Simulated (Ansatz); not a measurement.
Input file:

```
crystal:
  periodic: [false, false, false]
  atoms:
    - symbol: C
      position_ang: [-1.448952, -1.153666, 0.921809]
    - symbol: S
      position_ang: [-2.131867, -2.968230, 3.742210]
    - symbol: S
      position_ang: [-0.241512, -3.678521, 2.891631]
    - symbol: Si
      position_ang: [-0.888796, -1.684460, 2.610320]
    - symbol: H
      position_ang: [-1.981191, -1.982368, 0.434027]
    - symbol: H
      position_ang: [-0.585680, -0.865420, 0.301649]
    - symbol: H
      position_ang: [-2.122824, -0.285549, 0.993822]
    - symbol: H
      position_ang: [-0.154877, -0.639354, 3.368650]
basis:
  gaussian:
    orbitals: def2-TZVPD
hamiltonian:
  xc: pbe0
output: {forces: true, orbitals: {seedname: orbitals}}
```

Launched as:

```sh
ansatz run input.yaml --threads 1 --pin off --max-ram 2610MiB --events-out events.jsonl --progress --plain --runs-dir runs
```

Geometry: PBE0-D3(BJ)/def2-SVP.

All numbers below come from Ansatz 0.2.0, isolated molecule in a Gaussian basis; Kohn-Sham density functional theory, functional PBE0.

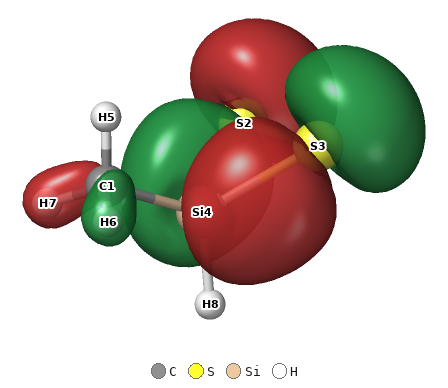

CH4S2Si (SMILES C[SiH]1SS1). The HOMO−1 at ±0.08 Å⁻³ᐟ² (green and red are the two phases), seen at a tilt.

> Describe this orbital and give its energy.

By Hirshfeld shares it lies mainly on S2 (about 35 %), S3 (about 35 %) and Si4 (about 20 %); π-antibonding (π*) across S2–S3. Its energy is −8.43 eV.
